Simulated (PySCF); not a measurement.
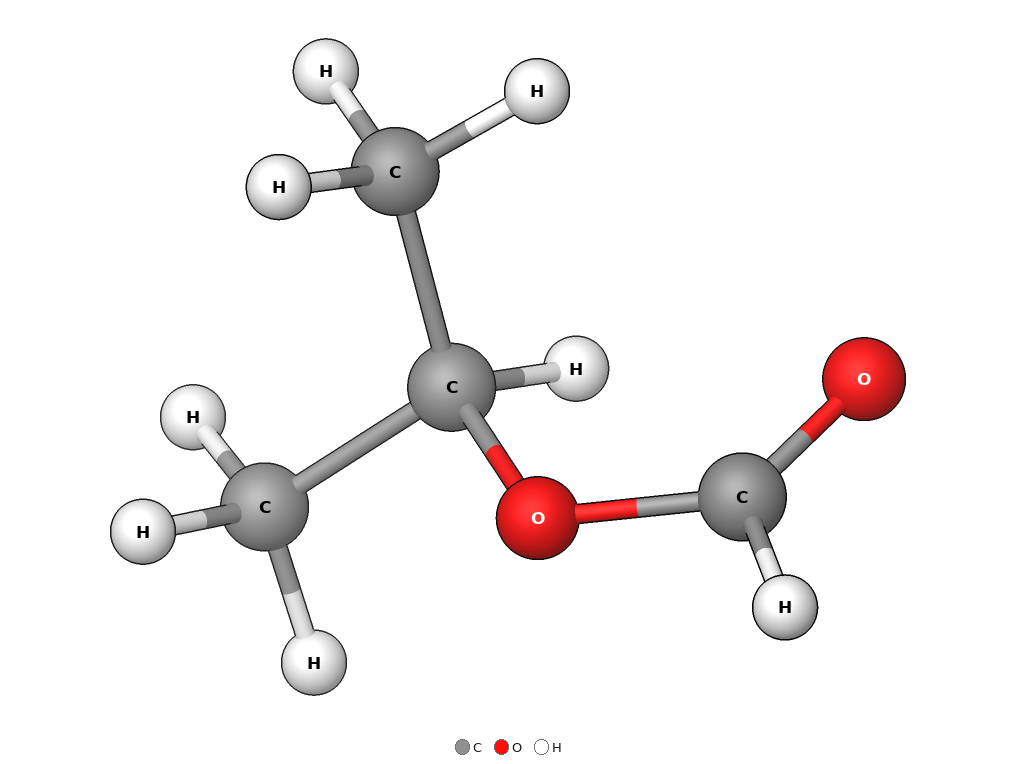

Ball-and-stick drawing of a structure. Every bond is drawn as one stick, whatever its order.

Computed geometry: PBE0-D3(BJ)/def2-SVP optimisation. No frequency run is at hand to confirm it as a minimum.

Describe the molecule.

It has 14 atoms: 4 carbon, 8 hydrogen and 2 oxygen (C4H8O2). SMILES: `CC(C)OC=O`. It has no ring. Among its groups: ester. This geometry has C1 symmetry. Coordination: 3 C tetrahedral; 1 O bent; 1 C trigonal planar.

More results for the same structure follow; atom numbers are the same in all pictures, views and colours differ.

## Geometry

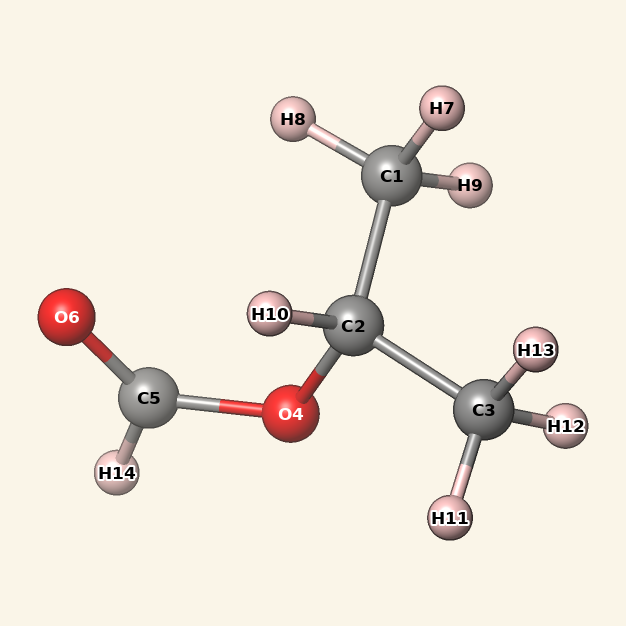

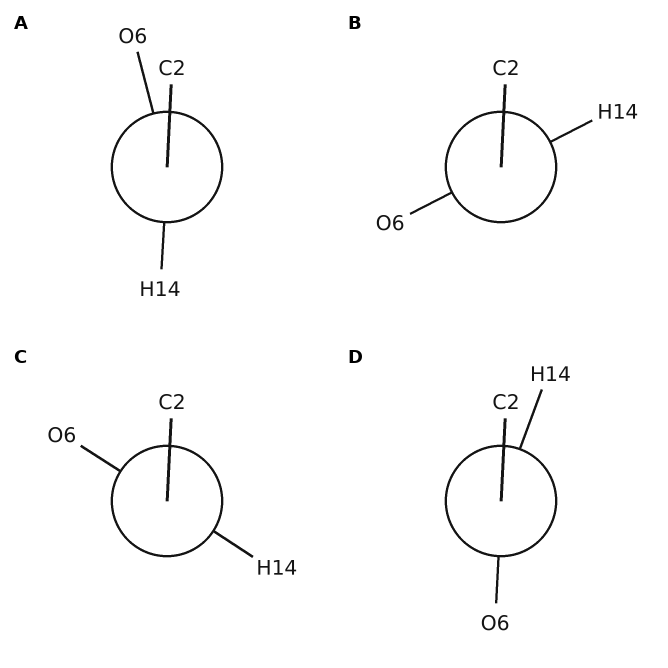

Atoms fade into the background with distance from the viewer. Bonds that would overlap in a projection are set slightly apart. No frequency run is at hand to confirm it as a minimum.

Question: Which Newman projection shows the view along O4–C5, with O4 in front?

Answer: A. The torsion angle C2–O4–C5–O6 is 0°, synperiplanar (eclipsed).

## Quadrupole coupling

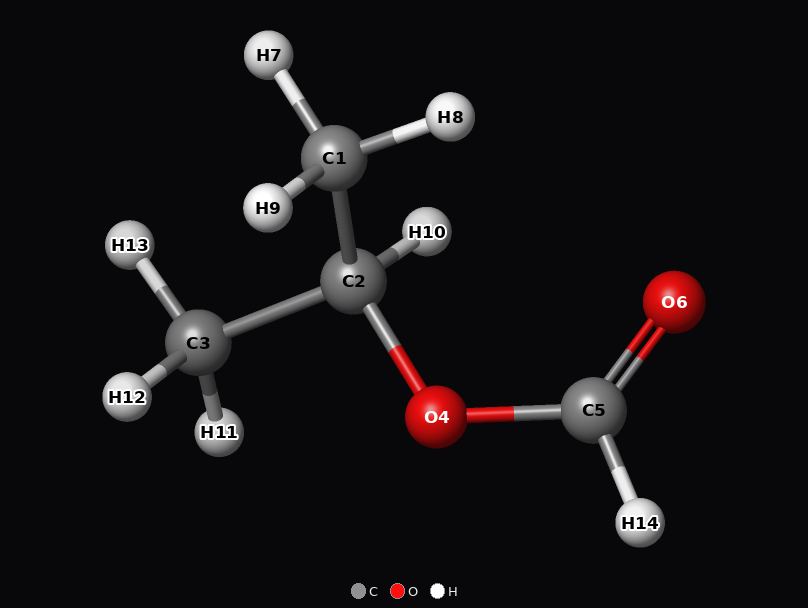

No frequency run is at hand to confirm it as a minimum. Electric field gradients from the ground-state density, PBE0/pcSseg-1 (PySCF 2.14.0), non-relativistic apart from any core potentials.

Give the largest field-gradient component, the quadrupole coupling constant and the asymmetry for 17O at O4 (Q = −25.6 mb), 17O at O6 (Q = −25.6 mb).

```json
{"atom": "O4", "V_zz (a.u.)": "1.601", "e²qQ/h (MHz)": "−9.63", "η": "0.32"}
{"atom": "O6", "V_zz (a.u.)": "−1.614", "e²qQ/h (MHz)": "9.71", "η": "0.25"}
```

## Electronic properties

No frequency run is at hand to confirm it as a minimum. Properties computed with ωB97X-D/def2-SVPD, gas phase (PySCF 2.14.0). Excitations: vertical, linear response.

Question: What is the lowest vertical singlet excitation?

Answer: 5.94 eV.

Question: Give the mean static polarisability at this level.

Answer: 57.1 bohr³.

Question: Estimate the brightest of the 10 lowest singlets.

Answer: 9.17 eV.

Question: What is the HOMO energy (Kohn–Sham orbital)?

Answer: −10.23 eV.

## NMR shielding

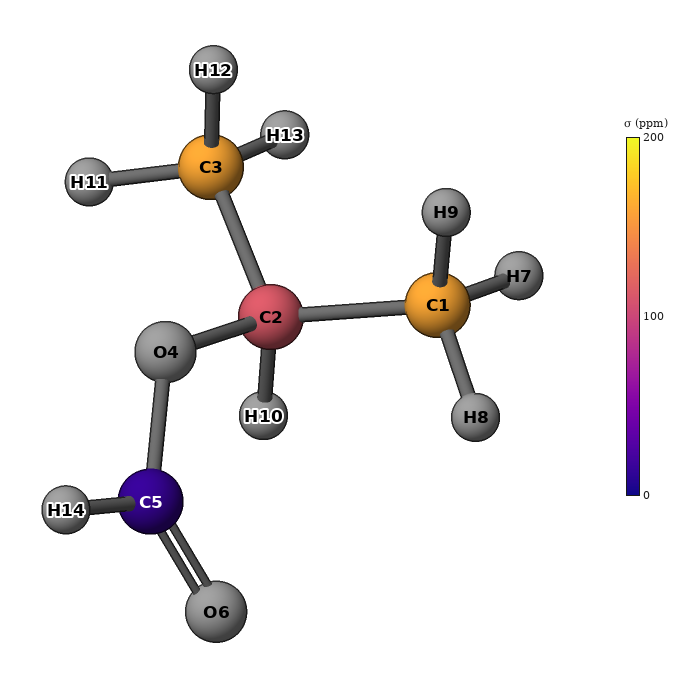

Atoms are coloured by their isotropic NMR shieldings (C only, the others grey). No frequency run is at hand to confirm it as a minimum. Method: GIAO mPW1PW91/pcSseg-2 NMR shielding, non-relativistic, gas phase (PySCF 2.14.0).

Question: Which C atom is the most shielded (lowest chemical shift)?

Answer: C1 (160.8 ppm).

Question: Which C atom is the least shielded (highest chemical shift)?

Answer: C5 (15.8 ppm).

Question: How wide is the range of C shifts?

Answer: 145.0 ppm.

Give the isotropic NMR shieldings of the C atoms atom by atom.

```tsv
atom	σ (ppm)
C1	160.8
C2	113.8
C3	160.2
C5	15.8
```
